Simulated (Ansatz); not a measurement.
**ClH10N2OSi3 (doublet): density, localisation and related maps**

Input file:

```
crystal:
  periodic: [false, false, false]
  atoms:
    - {symbol: Si, position_ang: [-0.516713, -1.087214, -0.000525]}
    - {symbol: N, position_ang: [-0.689615, -0.477324, -1.653304]}
    - {symbol: Si, position_ang: [-0.236653, 1.059149, -2.315811]}
    - {symbol: N, position_ang: [-0.532202, 0.334433, 0.954163]}
    - {symbol: Si, position_ang: [-0.147042, 0.600168, 2.628832]}
    - {symbol: Cl, position_ang: [0.050829, -2.503857, 1.714669]}
    - {symbol: H, position_ang: [1.569236, -1.552913, -1.275477]}
    - {symbol: O, position_ang: [1.429449, -1.290574, -0.357067]}
    - {symbol: H, position_ang: [-1.359029, -0.998483, -2.200473]}
    - {symbol: H, position_ang: [-0.858139, 2.205263, -1.590332]}
    - {symbol: H, position_ang: [1.237544, 1.244909, -2.237613]}
    - {symbol: H, position_ang: [-0.667560, 1.115339, -3.737316]}
    - {symbol: H, position_ang: [-0.891917, 1.151459, 0.478707]}
    - {symbol: H, position_ang: [1.259611, 0.242022, 2.938435]}
    - {symbol: H, position_ang: [-0.318431, 2.065408, 2.837108]}
    - {symbol: H, position_ang: [-1.049120, -0.115872, 3.563399]}
    - {symbol: H, position_ang: [1.719956, -1.992013, 0.252510]}
basis:
  gaussian: {orbitals: def2-TZVPP}
magnetization: {spin_polarized: true, initial_magnetization: 1}
hamiltonian: {xc: pbe0, dispersion: d4}
output: {orbitals: {seedname: orbitals}}
```

Run with:

```sh
ansatz run in.yaml --threads 4 --pin off --events-out ev --progress --plain --max-ram 66560MiB --backend cuda --devices 0, --max-vram 37GiB
```

The reactant side of a reaction path; geometry: PBE0-D4/def2-TZVP.

Theory: UKS PBE0-D4/def2-TZVPP in Ansatz 0.2.0.

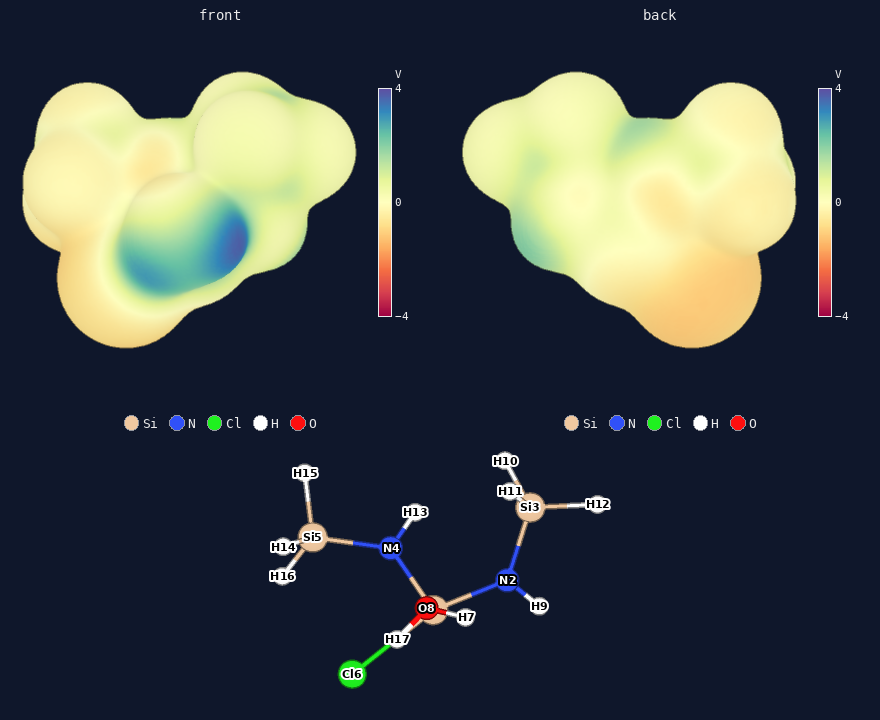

Figure 1. The electrostatic potential painted on the density surface at 0.002 e/bohr³, seen from the front and from behind; the colour scale runs from red (negative) to blue (positive). The bare structure is drawn below in the same view.

### Describe the electrostatic potential map.

The most negative region (about −1.1 V) lies over Cl6, the most positive (about +3.5 V) over H7.

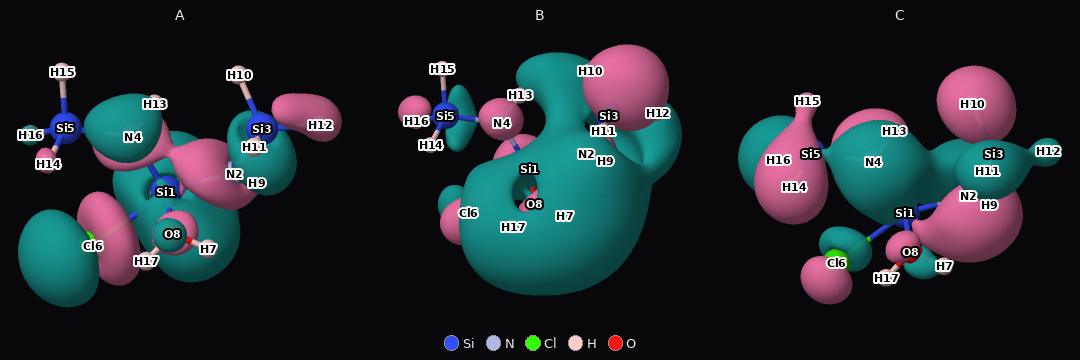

Figure 2. Three frontier orbitals at ±0.05 Å⁻³ᐟ² (teal and pink are the two phases), in no order.

### Order the three orbitals by energy and name them. All are α orbitals.

C is the HOMO−1 (α) (−7.77 eV). It lies mainly on N4 (about 30 %), N2 (about 25 %), Si5 (about 10 %), Si1 (about 5 %) and Si3 (about 5 %). A is the HOMO (α) (−5.08 eV). Its weight (Hirshfeld) is mainly on Si1 (about 55 %), Cl6 (about 20 %) and N2 (about 10 %). B is the LUMO (α) (−0.21 eV). It lies mainly on H7 (about 25 %), Si3 (about 15 %), O8 (about 10 %), H17 (about 10 %) and Si1 (about 10 %).

### What is the gap between the highest occupied and lowest empty α orbitals?

4.87 eV between the orbital energies.

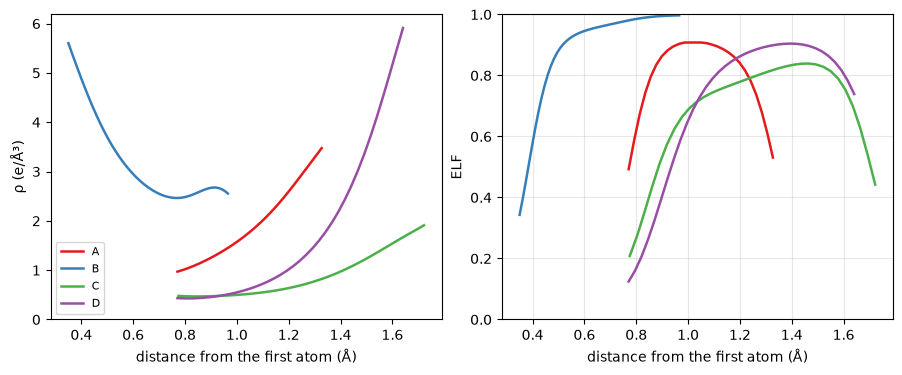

Figure 3. Electron density and electron localisation function along straight lines between neighbouring atoms. The curves leave out the atomic cores.

### Which curve belongs to which contact (O–H, Si–Cl, Si–N and Si–O)? The first atom named is at distance zero.

Curve A: Si–N (1.71 Å): the density is about 1.1 e/Å³ at the midpoint; the ELF peaks at about 0.90 between the atoms, as expected for a polar covalent bond. Curve B: O–H (0.97 Å): the density is about 3.9 e/Å³ at the midpoint; the ELF climbs to about 1 towards the hydrogen, as it does in any bond to H: an ordinary covalent bond to hydrogen. Curve C: Si–Cl (2.30 Å): the density is about 0.59 e/Å³ at the midpoint, with its minimum of 0.47 e/Å³ about 0.8 Å from Si; the ELF peaks at about 0.85 between the atoms: a polar covalent bond. Curve D: Si–O (1.99 Å): the density is about 0.54 e/Å³ at the midpoint, with its minimum of 0.43 e/Å³ about 0.8 Å from Si; the ELF peaks at about 0.90 in the valence shell of O, 0.6 Å from its nucleus, and is about 0.65 at the midpoint.
